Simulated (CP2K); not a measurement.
# GFN2-xTB run of BCNCl2 (SMILES N#CB(Cl)Cl)

What is the vertical electron affinity of BCNCl2 at GFN2-xTB? 

The calculation is run with CP2K 2026.2.

3 further runs of the same task are left out: 2 that didn't finish, 1 set aside as unsound or not needed.

## 1. Starting point

The species is BCNCl2 (5 atoms), meant as a singlet with charge 0. SMILES: `N#CB(Cl)Cl`. The shape is that of a GFN2-xTB optimisation.

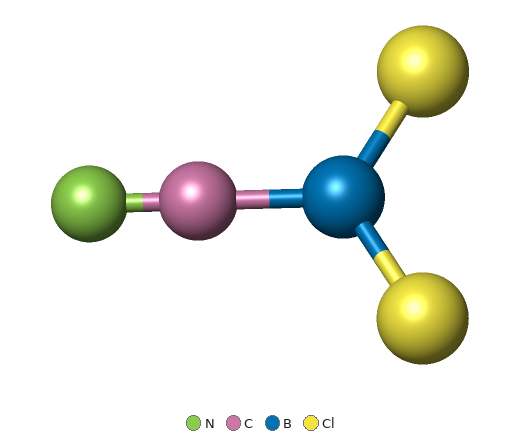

The structure, seen from a chosen angle (nitrogen green, carbon pink, boron blue, chlorine yellow).

## 2. Energy and forces at GFN2-xTB

molecule.xyz

```xyz
5

N      1.415760    -1.011180     1.298040
C      0.668060    -0.476740     0.612520
B     -0.329860     0.236160    -0.302530
Cl    -1.689310    -0.623300    -0.889420
Cl    -0.064640     1.875040    -0.718610
```

molecule.inp

```
&force_eval
  method QUICKSTEP
  &dft
    &qs
      method XTB
      eps_default 1.0E-10
      &xtb
        gfn_type TBLITE
        &tblite
          method GFN2
        &end tblite
        check_atomic_charges F
      &end xtb
    &end qs
    &poisson
      periodic NONE
      poisson_solver ANALYTIC
    &end poisson
    &scf
      scf_guess ATOMIC
      eps_scf 1.0E-06
      max_scf 150
      added_mos 8
      &diagonalization
        algorithm STANDARD
      &end diagonalization
      &mixing
        method DIRECT_P_MIXING
        alpha 0.4
      &end mixing
    &end scf
    &print
      &moments
        periodic F
        reference COM
        max_moment 1
      &end moments
      &mo ON
        energies T
        occupation_numbers T
        ndigits 6
        &each
          qs_scf 0
        &end each
        add_last NUMERIC
      &end mo
      &hirshfeld OFF
      &end hirshfeld
    &end print
  &end dft
  &subsys
    &cell
      abc 19.1 18.9 18.2
      periodic NONE
    &end cell
    &topology
      coord_file_name molecule.xyz
      coord_file_format XYZ
      &center_coordinates
      &end center_coordinates
    &end topology
  &end subsys
  &print
    &forces ON
    &end forces
  &end print
&end force_eval

&global
  project molecule
  run_type ENERGY_FORCE
  print_level MEDIUM
&end global
```

Run with:

```
$ OMP_NUM_THREADS=1 cp2k.psmp -i molecule.inp -o molecule.out
```

What it wrote (excerpt; [...] marks lines left out):

```text
CP2K| version string:                                       CP2K version 2026.2
[...]
 GLOBAL| Method name                                                        CP2K
[...]
 GLOBAL| Run type                                                   ENERGY_FORCE
[...]
                             - Atoms:                                          5
[...]
                             - Spherical basis functions:                     30
[...]
 Number of electrons:                                                         26
[...]
  *** SCF run converged in    20 steps ***
[...]
  Fermi energy:                                                -0.36140250182210
[...]
 TB_DIPOLE| Moment [Debye]         -0.25691880       0.18832275      -0.23686733
 TB_DIPOLE| Derivative [a.u.]       0.00000000       0.00000000       0.00000000
[...]
 ENERGY| Total FORCE_EVAL ( QS ) energy [hartree]            -15.403790047707288
 FORCES| Atomic forces [hartree/bohr]
 FORCES|   Atom     x               y               z               |f|
 FORCES|      1  5.19979613E-05 -4.41600438E-05  5.30403198E-05   8.64128056E-05
 FORCES|      2 -7.88303170E-05  1.16195185E-04 -9.49058523E-05   1.69477611E-04
 FORCES|      3 -2.75287479E-05 -1.40636605E-04  2.35712898E-05   1.45231168E-04
 FORCES|      4  4.85690761E-05  6.03013256E-05  1.38827876E-05   7.86634401E-05
 FORCES|      5  5.79202748E-06  8.30013763E-06  4.41145512E-06   1.10408697E-05
 FORCES| Sum    -7.72121353E-17  5.03408621E-17  2.51433260E-17
 FORCES| Total atomic force                                       9.55411068E-17
[...]
```

It took 0.46 s on 1 thread of Arm Neoverse N1, shared host; peak memory 0.14 GiB.

## 3. The doublet anion at the same level

molecule.xyz is that of step 2.

qs.inp

```
&GLOBAL
   PROJECT qs
   RUN_TYPE ENERGY_FORCE
   PRINT_LEVEL MEDIUM
&END GLOBAL
&FORCE_EVAL
   METHOD QUICKSTEP
   &DFT
      CHARGE -1
      MULTIPLICITY 2
      SPIN_POLARIZED T
      &QS
         METHOD XTB
         EPS_DEFAULT 1.0E-10
         &XTB
            GFN_TYPE TBLITE
            &TBLITE
               METHOD GFN2
            &END TBLITE
            CHECK_ATOMIC_CHARGES F
         &END XTB
      &END QS
      &POISSON
         PERIODIC NONE
         POISSON_SOLVER ANALYTIC
      &END POISSON
      &SCF
         SCF_GUESS ATOMIC
         EPS_SCF 1.0E-06
         MAX_SCF 150
         ADDED_MOS 2
         &DIAGONALIZATION
            ALGORITHM STANDARD
         &END DIAGONALIZATION
         &MIXING
            METHOD DIRECT_P_MIXING
            ALPHA 0.4
         &END MIXING
      &END SCF
      &PRINT
         &MOMENTS
            PERIODIC F
            REFERENCE COM
            MAX_MOMENT 1
         &END MOMENTS
         &MO ON
            ENERGIES T
            OCCUPATION_NUMBERS T
            NDIGITS 6
            &EACH
               QS_SCF 0
            &END EACH
            ADD_LAST NUMERIC
         &END MO
         &HIRSHFELD OFF
         &END HIRSHFELD
      &END PRINT
   &END DFT
   &SUBSYS
      &CELL
         ABC [angstrom] 19.1 18.9 18.2
         PERIODIC NONE
      &END CELL
      &TOPOLOGY
         COORD_FILE_NAME molecule.xyz
         COORD_FILE_FORMAT XYZ
         &CENTER_COORDINATES
         &END CENTER_COORDINATES
      &END TOPOLOGY
   &END SUBSYS
   &PRINT
      &FORCES ON
      &END FORCES
   &END PRINT
&END FORCE_EVAL
```

Run with:

```
$ OMP_NUM_THREADS=1 cp2k.psmp -i qs.inp -o qs.out
```

What it wrote (excerpt; [...] marks lines left out):

```text
CP2K| version string:                                       CP2K version 2026.2
[...]
 GLOBAL| Method name                                                        CP2K
[...]
 GLOBAL| Run type                                                   ENERGY_FORCE
[...]
                             - Atoms:                                          5
[...]
                             - Spherical basis functions:                     30
[...]
 Number of electrons:                                                         14
[...]
  *** SCF run converged in    19 steps ***
[...]
  Fermi energy:                                                -0.07835443785994
[...]
 TB_DIPOLE| Moment [Debye]         -1.47238473       1.05583407      -1.35107283
 TB_DIPOLE| Derivative [a.u.]       0.00000000       0.00000000       0.00000000
[...]
 ENERGY| Total FORCE_EVAL ( QS ) energy [hartree]            -15.612991574659013
 FORCES| Atomic forces [hartree/bohr]
 FORCES|   Atom     x               y               z               |f|
 FORCES|      1  4.53162163E-02 -3.23944658E-02  4.15563218E-02   6.94974011E-02
 FORCES|      2 -6.71694848E-02  4.80643083E-02 -6.16188849E-02   1.03047583E-01
 FORCES|      3  4.98799727E-02 -3.58020451E-02  4.58081039E-02   7.66040501E-02
 FORCES|      4 -3.12318464E-02 -1.64343537E-02 -1.46748584E-02   3.82212988E-02
 FORCES|      5  3.20514219E-03  3.65665562E-02 -1.10706824E-02   3.83398745E-02
 FORCES| Sum    -8.19656842E-17  6.93889390E-17 -3.46944695E-17
 FORCES| Total atomic force                                       1.12857895E-16
[...]
```

It took 0.53 s on 1 thread of Arm Neoverse N1, shared host; peak memory 0.14 GiB.

## 4. What came out

At GFN2-xTB:

| quantity | value |
| --- | --- |
| singlet BCNCl2: total energy | -15.40379 Eh |
| singlet BCNCl2: dipole moment (from atomic charges alone) | 0.40 D |
| singlet BCNCl2: HOMO energy | -12.01 eV |
| singlet BCNCl2: LUMO energy | -8.94 eV |
| singlet BCNCl2: HOMO–LUMO gap | 3.07 eV |
| singlet BCNCl2: largest force on an atom | 0.009 eV/Å |
| doublet anion: total energy | -15.61299 Eh |
| doublet anion: HOMO energy (highest over α and β) | -2.36 eV |
| doublet anion: LUMO energy (lowest over α and β) | -1.91 eV |
| doublet anion: largest force on an atom | 5.299 eV/Å |
| vertical electron affinity (to the doublet anion) | 5.693 eV |

In words: At fixed nuclei the extra electron is bound by 5.69 eV (549 kJ/mol). A minimal valence basis can't be trusted even for the sign of an electron affinity. No empirical shift is applied, and without it xTB methods put this difference several eV too high. The dipole (singlet BCNCl2) comes from point charges on the atoms alone, without atomic dipoles, so it is partial.
